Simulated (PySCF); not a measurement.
H2O4W (W(O)3(H2O))

The calculation's input:

```
mol = gto.M(atom='''
W      0.07520    -0.02012     0.02012
O      1.07581     0.94177     1.08103
O     -1.01334    -0.98571     0.98571
O      1.07581    -1.08103    -0.94177
O     -1.11118     1.28613    -1.28613
H     -1.61121     2.04853    -0.93064
H     -1.61121     0.93064    -2.04853''',
    basis={'W': 'def2-SVP', 'O': 'def2-SVP', 'H': 'def2-SVP'},
    ecp={'W': 'def2-SVP'},
    charge=0, spin=0)
mf = dft.RKS(mol, xc='PBE')
mf.grids.atom_grid = (75, 302)  # f atoms: at least (60, 302), unpruned
mf = mf.density_fit()  # W def2-universal-JKFIT, O def2-universal-JKFIT, H def2-universal-JKFIT
mf.conv_tol = 1e-09; mf.max_cycle = 55
mf.kernel(dm0)
```

Launched as:

```sh
OMP_NUM_THREADS=2 python run.py
```

Core potentials replace the inner electrons of W.

These are results of RKS PBE, W def2-SVP with ECP60, O def2-SVP, H def2-SVP; non-relativistic Hamiltonian with scalar-relativistic core potentials where named; density fitting in PySCF 2.14.0, not measurements.

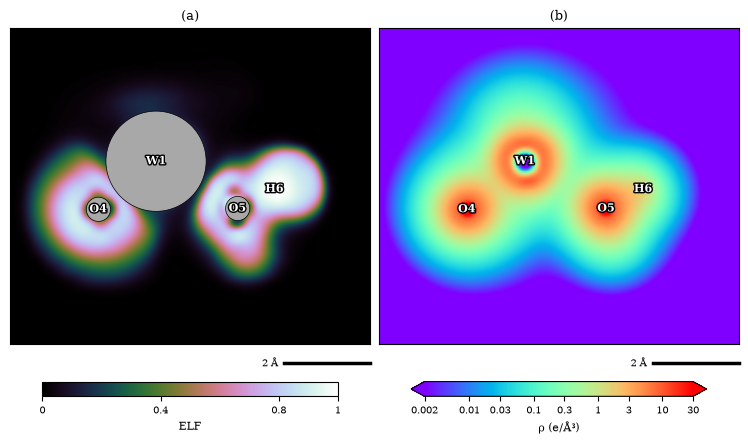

Figure 1. (a) ELF; (b) electron density on the plane of atoms O4, W1 and O5. Grey discs cover the atomic cores in the ELF map.

**Describe what can be read from this map.**

- Atoms in the plane: W, O and H.
- W–O (1.75 Å): the density is about 1.7 e/Å³ at the midpoint; the ELF peaks at about 0.80 in the valence shell of O, 0.5 Å from its nucleus, and drops to about 0.35 between the two atoms.
- O–H (0.98 Å): the density is about 3.6 e/Å³ at the midpoint; the ELF climbs to about 1 towards the hydrogen, as it does in any bond to H: an ordinary covalent bond to hydrogen.

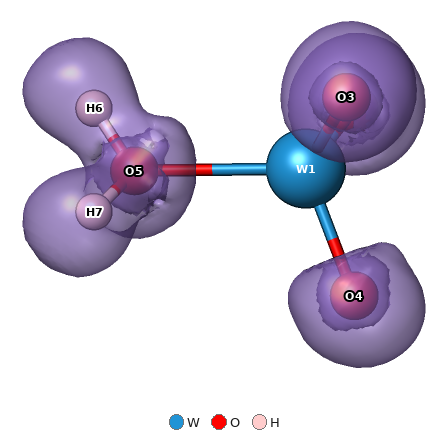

Figure 2. Isosurface of the electron localisation function at 0.75 (purple), seen at a tilt. Core shells and regions of very low density are left out.

**What do the ELF domains correspond to?**

The surface consists of three regions wrapped around O (the valence shell of each) and one joined region spread over several atoms (H, O), in which their bonds and any lone pairs are merged.

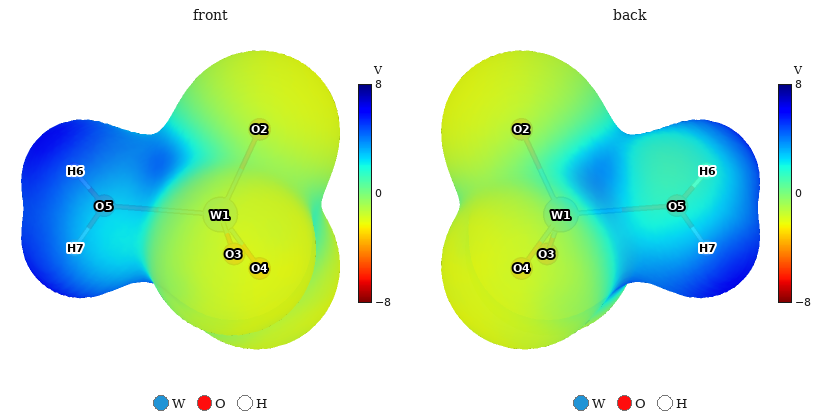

Figure 3. The molecular electrostatic potential painted on the density surface at 0.004 e/bohr³, seen from the front and from behind; the colour scale runs from red (negative) to blue (positive).

**Which sites attract a positive test charge, and which a negative one?**

A positive charge is drawn to the negative regions and a negative charge to the positive ones. The most negative region (about −2.1 V) lies over O2, O3 and O4, the most positive (about +6.0 V) over H6 and H7.

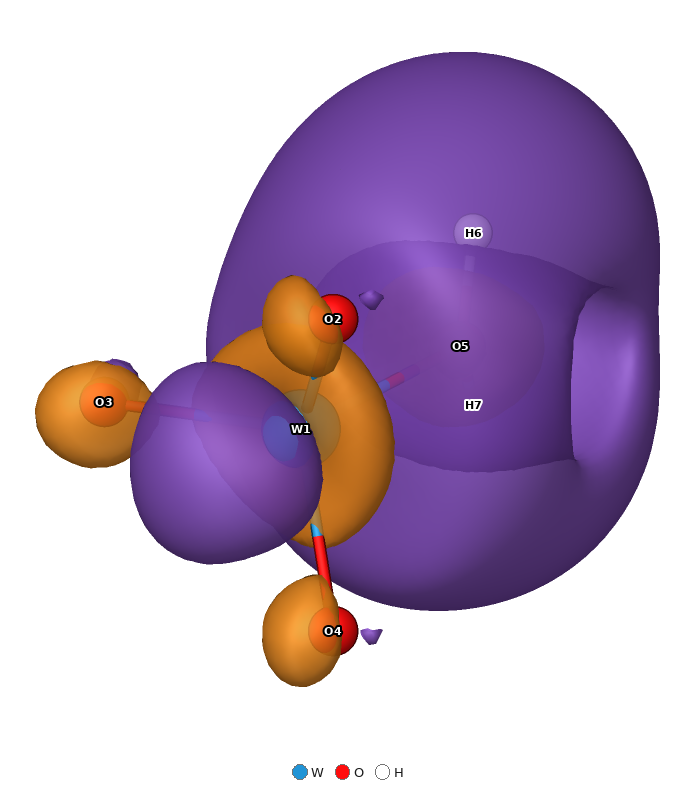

Figure 4. The LUMO at ±0.08 Å⁻³ᐟ² (orange and purple are the two phases), seen at an oblique angle.

**What is the character of this orbital?**

By Hirshfeld shares it lies mainly on W1 (about 35 %), O5 (about 20 %), H6 (about 20 %) and H7 (about 20 %). Its energy is −3.06 eV.
